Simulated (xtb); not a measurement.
Geometry relaxation, with input and output: C$_{3}$H$_{5}$Ge (charge −1) (part 3 of 4)

C$_{3}$H$_{5}$Ge, charge −1, SMILES C#C[CH2][GeH2-]; GFN2-xTB (xtb 6.7.1). 

Geometry of the input (Å):
```
C  -0.3342  1.7737  -1.5426
C  0.1090  0.9055  -0.9127
C  0.6397  -0.1876  -0.0964
Ge -0.9208  -1.5072  0.6446
H  -0.8709  2.4789  -2.1319
H  1.3209  -0.7932  -0.5142
H  1.0277  0.1416  0.8801
H  0.3392  -2.2191  1.6762
H  -1.2362  -0.5895  1.9538
```

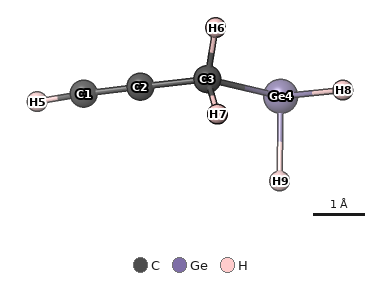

Figure 1. The geometry at step 4 of the log (ball-and-stick view, seen at a tilt; atoms are numbered from 1 in the order of the input).

### What the program printed, continued
```
         #    Occupation            Energy/Eh            Energy/eV
      -------------------------------------------------------------
         1        2.0000           -0.4256608             -11.5828
       ...           ...                  ...                  ...
         5        2.0000           -0.2929958              -7.9728
         6        2.0000           -0.2848032              -7.7499
         7        2.0000           -0.2439936              -6.6394
         8        2.0000           -0.2197422              -5.9795
         9        2.0000           -0.1835017              -4.9933
        10        2.0000           -0.1729213              -4.7054
        11        2.0000           -0.1387343              -3.7752 (HOMO)
        12                          0.0302849               0.8241 (LUMO)
        13                          0.0318131               0.8657
        14                          0.0605107               1.6466
        15                          0.0805675               2.1924
        16                          0.2370274               6.4498
       ...                                ...                  ...
        26                          1.5992122              43.5168
      -------------------------------------------------------------
                  HL-Gap            0.1690191 Eh            4.5992 eV
             Fermi-level           -0.0542247 Eh           -1.4755 eV

 SCC (total)                   0 d,  0 h,  0 min,  0.006 sec
 SCC setup                      ...        0 min,  0.000 sec (  1.723%)
 Dispersion                     ...        0 min,  0.000 sec (  0.868%)
 classical contributions        ...        0 min,  0.000 sec (  0.607%)
 integral evaluation            ...        0 min,  0.001 sec ( 22.616%)
 iterations                     ...        0 min,  0.001 sec ( 22.917%)
 molecular gradient             ...        0 min,  0.003 sec ( 47.455%)
 printout                       ...        0 min,  0.000 sec (  3.173%)

         :::::::::::::::::::::::::::::::::::::::::::::::::::::
         ::                     SUMMARY                     ::
         :::::::::::::::::::::::::::::::::::::::::::::::::::::
         :: total energy             -11.004390258496 Eh    ::
         :: gradient norm              0.000401061095 Eh/a0 ::
         :: HOMO-LUMO gap              4.599244473834 eV    ::
         ::.................................................::
         :: SCC energy               -11.200327346988 Eh    ::
         :: -> isotropic ES            0.114324251857 Eh    ::
         :: -> anisotropic ES          0.010826783078 Eh    ::
         :: -> anisotropic XC          0.010308353785 Eh    ::
         :: -> dispersion             -0.007886379933 Eh    ::
         :: repulsion energy           0.195937088493 Eh    ::
         :: add. restraining           0.000000000000 Eh    ::
         :: total charge              -1.000000000000 e     ::
         :::::::::::::::::::::::::::::::::::::::::::::::::::::

           -------------------------------------------------
          |                Numerical Hessian                |
           -------------------------------------------------
step length          :   0.00500
SCC accuracy         :   0.30000
Hessian scale factor :   1.00000
frozen atoms in %    :   0.00000    0
RMS gradient         :   0.00040
estimated CPU  time      0.01 min

writing file <hessian>.

 projected vibrational frequencies (cm⁻¹)
eigval :       -0.00    -0.00    -0.00     0.00     0.00     0.00
eigval :      103.65   109.71   284.69   291.09   402.75   514.91
eigval :      542.87   594.64   627.61   687.20   759.62   951.25
eigval :     1035.24  1052.01  1063.86  1104.23  1451.14  2243.76
eigval :     2868.81  2951.84  3346.37
           -------------------------------------------------
          |                Property Printout                |
           -------------------------------------------------

    * Orbital Energies and Occupations

         #    Occupation            Energy/Eh            Energy/eV
      -------------------------------------------------------------
         1        2.0000           -0.4256608             -11.5828
         2        2.0000           -0.3936923             -10.7129
         3        2.0000           -0.3477048              -9.4615
         4        2.0000           -0.3383735              -9.2076
         5        2.0000           -0.2929959              -7.9728
         6        2.0000           -0.2848033              -7.7499
         7        2.0000           -0.2439937              -6.6394
         8        2.0000           -0.2197422              -5.9795
         9        2.0000           -0.1835017              -4.9933
        10        2.0000           -0.1729213              -4.7054
        11        2.0000           -0.1387343              -3.7752 (HOMO)
        12                          0.0302849               0.8241 (LUMO)
        13                          0.0318131               0.8657
        14                          0.0605107               1.6466
        15                          0.0805674               2.1924
        16                          0.2370274               6.4498
        17                          0.2542100               6.9174
        18                          0.2730013               7.4287
        19                          0.3003231               8.1722
        20                          0.3203086               8.7160
        21                          0.3972891              10.8108
        22                          0.4535894              12.3428
       ...                                ...                  ...
        26                          1.5992122              43.5168
      -------------------------------------------------------------
                  HL-Gap            0.1690191 Eh            4.5992 eV
             Fermi-level           -0.0542247 Eh           -1.4755 eV

     #   Z          covCN         q      C6AA      α(0)
     1   6 C        1.909    -0.190    36.619     9.773
     2   6 C        1.971    -0.048    32.340     9.184
     3   6 C        3.663    -0.111    22.913     6.867
     4  32 Ge       2.407     0.084   228.872    30.105
     5   1 H        0.928    -0.010     3.234     2.812
     6   1 H        0.924    -0.041     3.886     3.083
     7   1 H        0.925    -0.017     3.368     2.870
     8   1 H        0.766    -0.341    32.153     8.934
     9   1 H        0.796    -0.327    28.312     8.363

 Mol. C6AA /au·bohr⁶  :       2301.908730
 Mol. C8AA /au·bohr⁸  :      84024.407798
 Mol. α(0) /au        :         81.989571

Wiberg/Mayer (AO) data.
largest (>0.10) Wiberg bond orders for each atom

 ---------------------------------------------------------------------------
     #   Z sym  total        # sym  WBO       # sym  WBO       # sym  WBO
 ---------------------------------------------------------------------------
     1   6 C    3.956 --     2 C    2.785     5 H    0.976
     2   6 C    3.969 --     1 C    2.785     3 C    1.146
     3   6 C    3.894 --     2 C    1.146     7 H    0.960     6 H    0.957
                             4 Ge   0.746
     4  32 Ge   2.580 --     9 H    0.882     8 H    0.871     3 C    0.746
     5   1 H    1.000 --     1 C    0.976
     6   1 H    0.998 --     3 C    0.957
     7   1 H    1.000 --     3 C    0.960
     8   1 H    0.883 --     4 Ge   0.871
     9   1 H    0.893 --     4 Ge   0.882
 ---------------------------------------------------------------------------

Topologies differ in total number of bonds
Writing topology from bond orders to xtbtopo.mol

molecular dipole:
                 x           y           z       tot (Debye)
 q only:        0.341       0.916      -1.479
   full:        0.899       1.533      -1.580       6.044
molecular quadrupole (traceless):
                xx          xy          yy          xz          yz          zz
 q only:        6.676       1.639      -2.320       2.715      11.381      -4.356
  q+dip:        5.712      -3.488      -3.693       5.228      10.190      -2.019
   full:        6.301      -2.387      -3.744       3.457      10.601      -2.557

           -------------------------------------------------
          |                Geometry Summary                 |
           -------------------------------------------------

      molecular mass/u    :      113.6994616
   center of mass at/Å    :       -0.5222645      -0.7257375       0.1690935
  moments of inertia/u·Å² :        0.3036344E+02   0.2531424E+03   0.2745305E+03
rotational constants/cm⁻¹ :        0.5551950E+00   0.6659349E-01   0.6140532E-01

 * 4 selected distances

     #   Z          #   Z                                           value/Å
     1   6 C        2   6 C                                       1.2041263
     2   6 C        3   6 C                                       1.4183246 (max)
     3   6 C        6   1 H                                       1.0968473
     3   6 C        7   1 H                                       1.0899395 (min)
Molecule has no symmetry elements
It seems to be the C1 point group

 * 2 distinct bonds (by element types)

   Z      Z             #   av. dist./Å        max./Å        min./Å
   1 H    6 C           2     1.0933934     1.0968473     1.0899395
   6 C    6 C           2     1.3112254     1.4183246     1.2041263

           -------------------------------------------------
          |               Frequency Printout                |
           -------------------------------------------------
 projected vibrational frequencies (cm⁻¹)
eigval :       -0.00    -0.00    -0.00     0.00     0.00     0.00
eigval :      103.65   109.71   284.69   291.09   402.75   514.91
eigval :      542.87   594.64   627.61   687.20   759.62   951.25
eigval :     1035.24  1052.01  1063.86  1104.23  1451.14  2243.76
eigval :     2868.81  2951.84  3346.37
 reduced masses (amu)
   1: 18.73   2: 45.82   3: 19.16   4: 57.18   5: 64.32   6: 10.18   7:  9.51   8: 16.07
   9: 11.26  10: 15.57  11: 13.84  12:  2.02  13:  2.84  14:  2.30  15:  5.26  16:  4.48
  17:  1.21  18:  3.15  19:  8.33  20:  3.43  21:  4.40  22:  2.80  23:  2.21  24: 11.09
  25:  1.80  26:  1.68  27:  2.47
 IR intensities (km·mol⁻¹)
   1:  5.69   2:  9.65   3:  0.51   4:  9.96   5:  5.02   6:  6.24   7: 29.69   8: 29.26
   9:  0.54  10:  4.95  11: 80.93  12: 32.64  13: 89.30  14: 15.41  15:132.97  16:163.31
  17:210.30  18:******  19:207.45  20:******  21:423.31  22: 29.89  23:  3.31  24:273.46
  25:153.90  26: 94.76  27: 17.01
 Raman intensities (Ä⁴*amu⁻¹)
   1:  0.00   2:  0.00   3:  0.00   4:  0.00   5:  0.00   6:  0.00   7:  0.00   8:  0.00
   9:  0.00  10:  0.00  11:  0.00  12:  0.00  13:  0.00  14:  0.00  15:  0.00  16:  0.00
  17:  0.00  18:  0.00  19:  0.00  20:  0.00  21:  0.00  22:  0.00  23:  0.00  24:  0.00
  25:  0.00  26:  0.00  27:  0.00
 output can be read by thermo (or use thermo option).
 writing <g98.out> molden fake output.
 recommended (thermochemical) frequency scaling factor: 1.0
           -------------------------------------------------
          |             Thermodynamic Functions             |
           -------------------------------------------------

c1  symmetry found (for desy threshold:  0.10E+00) used in thermo

          ...................................................
          :                      SETUP                      :
          :.................................................:
          :  # frequencies                          21      :
          :  # imaginary freq.                       0      :
          :  linear?                             false      :
          :  only rotor calc.                    false      :
          :  symmetry                               c1      :
          :  rotational number                       1      :
          :  scaling factor                  1.0000000      :
          :  rotor cutoff                   50.0000000 cm⁻¹ :
          :  imag. cutoff                  -20.0000000 cm⁻¹ :
          :.................................................:

    mode    ω/cm⁻¹     T·S(HO)/kcal·mol⁻¹    T·S(FR)/kcal·mol⁻¹   T·S(vib)
   ------------------------------------------------------------------------
       1    103.65    -1.00907 ( 94.86%)    -0.84032 (  5.14%)    -1.00040
       2    109.71    -0.97615 ( 95.86%)    -0.82351 (  4.14%)    -0.96984
       3    284.69    -0.44882 ( 99.90%)    -0.54118 (  0.10%)    -0.44890
       4    291.09    -0.43757 ( 99.91%)    -0.53459 (  0.09%)    -0.43765
   ------------------------------------------------------------------------

   temp. (K)  partition function   enthalpy   heat capacity  entropy
                                   cal/mol     cal/K/mol   cal/K/mol   J/K/mol
 298.15  VIB   18.5                 2329.668     16.398     13.563
         ROT  0.111E+06              888.752      2.981     26.067
         INT  0.205E+07             3218.420     19.379     39.630
         TR   0.117E+28             1481.254      4.968     40.083
         TOT                        4699.6738    24.3474    79.7125   333.5172

       T/K    H(0)-H(T)+PV         H(T)/Eh          T*S/Eh         G(T)/Eh
   ------------------------------------------------------------------------
    298.15    0.748941E-02    0.598583E-01    0.378740E-01    0.219843E-01
   ------------------------------------------------------------------------

         :::::::::::::::::::::::::::::::::::::::::::::::::::::
         ::                  THERMODYNAMIC                  ::
         :::::::::::::::::::::::::::::::::::::::::::::::::::::
         :: total free energy         -10.982405985721 Eh   ::
         ::.................................................::
         :: total energy              -11.004390258494 Eh   ::
         :: zero point energy           0.052368863191 Eh   ::
         :: G(RRHO) w/o ZPVE           -0.030384590418 Eh   ::
         :: G(RRHO) contrib.            0.021984272773 Eh   ::
         :::::::::::::::::::::::::::::::::::::::::::::::::::::

optimized geometry written to: xtbopt.xyz

           -------------------------------------------------
          | TOTAL ENERGY              -11.004390258494 Eh   |
          | TOTAL ENTHALPY            -10.944531988383 Eh   |
          | TOTAL FREE ENERGY         -10.982405985721 Eh   |
          | GRADIENT NORM               0.000401039734 Eh/α |
          | HOMO-LUMO GAP               4.599244828100 eV   |
           -------------------------------------------------

------------------------------------------------------------------------
------------------------------------------------------------------------
 total:
 *  cpu-time:     0 d,  0 h,  0 min,  0.611 sec
 * ratio c/w:     0.991 speedup
 SCF:
 *  cpu-time:     0 d,  0 h,  0 min,  0.013 sec
 * ratio c/w:     0.998 speedup
 ANC optimizer:
 *  cpu-time:     0 d,  0 h,  0 min,  0.137 sec
 * ratio c/w:     0.975 speedup
 analytical hessian:
 *  cpu-time:     0 d,  0 h,  0 min,  0.432 sec
 * ratio c/w:     0.995 speedup
```

### File vibspectrum
```
$vibrational spectrum
#  mode     symmetry     wave number   IR intensity    selection rules
#                         cm**(-1)      (km*mol⁻¹)        IR
     1                      -0.00         0.00000          -
     2                      -0.00         0.00000          -
     3                      -0.00         0.00000          -
     4                       0.00         0.00000          -
     5                       0.00         0.00000          -
     6                       0.00         0.00000          -
     7        a            103.65        29.69055         YES
     8        a            109.71        29.26448         YES
     9        a            284.69         0.53582         YES
    10        a            291.09         4.94719         YES
    11        a            402.75        80.92569         YES
    12        a            514.91        32.63627         YES
    13        a            542.87        89.30218         YES
    14        a            594.64        15.40777         YES
    15        a            627.61       132.96843         YES
    16        a            687.20       163.31337         YES
    17        a            759.62       210.30187         YES
    18        a            951.25      2184.73955         YES
    19        a           1035.24       207.45286         YES
    20        a           1052.01      2019.15068         YES
    21        a           1063.86       423.31265         YES
    22        a           1104.23        29.88515         YES
    23        a           1451.14         3.31160         YES
    24        a           2243.76       273.46419         YES
    25        a           2868.81       153.89921         YES
    26        a           2951.84        94.76355         YES
    27        a           3346.37        17.01079         YES
$end
```

### File xtbopt.xyz
```
9
 energy: -11.004390258496 gnorm: 0.000401061095 xtb: 6.7.1
C           -0.38191321892837        1.70089342947405       -1.56925330907861
C            0.09612695307772        0.86302942678454       -0.84857217996834
C            0.61154313436940       -0.16108470534661       -0.01359874321620
Ge          -0.88020965115760       -1.52132843388005        0.64258313958634
H           -0.82376112401040        2.43467851008263       -2.17868580014006
H            1.35279733678340       -0.75397545027031       -0.56323190501892
H            1.09382450253569        0.26784944387120        0.86468824889146
H            0.29699640763902       -2.29017654823600        1.64769827155187
H           -1.29114447422990       -0.53685613619530        1.97546201288816
```

### Trajectory as extended XYZ (Å, eV, eV/Å), 16 frames, from step=0 to step=15
```
9
Properties=species:S:1:pos:R:3 step=0 energy=-299.02548
C    -0.3342    1.7737   -1.5426
C     0.1090    0.9055   -0.9127
C     0.6397   -0.1876   -0.0964
Ge   -0.9208   -1.5072    0.6446
H    -0.8709    2.4789   -2.1319
H     1.3209   -0.7932   -0.5142
H     1.0277    0.1416    0.8801
H     0.3392   -2.2191    1.6762
H    -1.2362   -0.5895    1.9538
9
Properties=species:S:1:pos:R:3 step=1 energy=-299.39778
C    -0.3415    1.7700   -1.5563
C     0.1065    0.8689   -0.8774
C     0.6076   -0.1868   -0.0560
Ge   -0.9014   -1.5393    0.6550
H    -0.8687    2.4861   -2.1269
H     1.3332   -0.7990   -0.5418
H     1.0607    0.2134    0.8604
H     0.3353   -2.2642    1.6593
H    -1.2574   -0.5461    1.9409
9
Properties=species:S:1:pos:R:3 step=2 energy=-299.43071
C    -0.3602    1.7625   -1.5174
C     0.0760    0.8384   -0.8735
C     0.6099   -0.1788   -0.0503
Ge   -0.8729   -1.5272    0.6559
H    -0.8408    2.4702   -2.1322
H     1.3493   -0.7811   -0.5792
H     1.0881    0.2491    0.8394
H     0.3086   -2.2990    1.6639
H    -1.2837   -0.5310    1.9504
9
Properties=species:S:1:pos:R:3 step=3 energy=-299.42835
C    -0.3428    1.7284   -1.5507
C     0.1035    0.8588   -0.8497
C     0.5992   -0.1699   -0.0275
Ge   -0.8861   -1.5403    0.6259
H    -0.8747    2.4491   -2.0967
H     1.3375   -0.7727   -0.5910
H     1.1054    0.2622    0.8407
H     0.2896   -2.2769    1.6553
H    -1.2573   -0.5356    1.9507
9
Properties=species:S:1:pos:R:3 step=4 energy=-299.44039
C    -0.3522    1.7374   -1.5429
C     0.0989    0.8591   -0.8535
C     0.6125   -0.1734   -0.0339
Ge   -0.8798   -1.5233    0.6444
H    -0.8692    2.4472   -2.1190
H     1.3482   -0.7745   -0.5884
H     1.1010    0.2444    0.8460
H     0.3035   -2.2866    1.6454
H    -1.2885   -0.5273    1.9591
9
Properties=species:S:1:pos:R:3 step=5 energy=-299.43837
C    -0.3666    1.7436   -1.5232
C     0.0787    0.8459   -0.8543
C     0.6175   -0.1747   -0.0278
Ge   -0.8862   -1.5257    0.6330
H    -0.8497    2.4470   -2.1414
H     1.3476   -0.7757   -0.5823
H     1.1135    0.2501    0.8477
H     0.2952   -2.2765    1.6493
H    -1.2757   -0.5310    1.9562
9
Properties=species:S:1:pos:R:3 step=6 energy=-299.44213
C    -0.3598    1.7366   -1.5404
C     0.0909    0.8563   -0.8525
C     0.6159   -0.1712   -0.0289
Ge   -0.8777   -1.5249    0.6390
H    -0.8630    2.4463   -2.1312
H     1.3472   -0.7708   -0.5865
H     1.1105    0.2495    0.8472
H     0.2944   -2.2900    1.6508
H    -1.2842   -0.5288    1.9596
9
Properties=species:S:1:pos:R:3 step=7 energy=-299.44254
C    -0.3604    1.7325   -1.5416
C     0.0930    0.8582   -0.8478
C     0.6167   -0.1720   -0.0274
Ge   -0.8804   -1.5227    0.6392
H    -0.8623    2.4418   -2.1342
H     1.3489   -0.7677   -0.5888
H     1.1119    0.2482    0.8478
H     0.2957   -2.2870    1.6468
H    -1.2888   -0.5283    1.9631
```
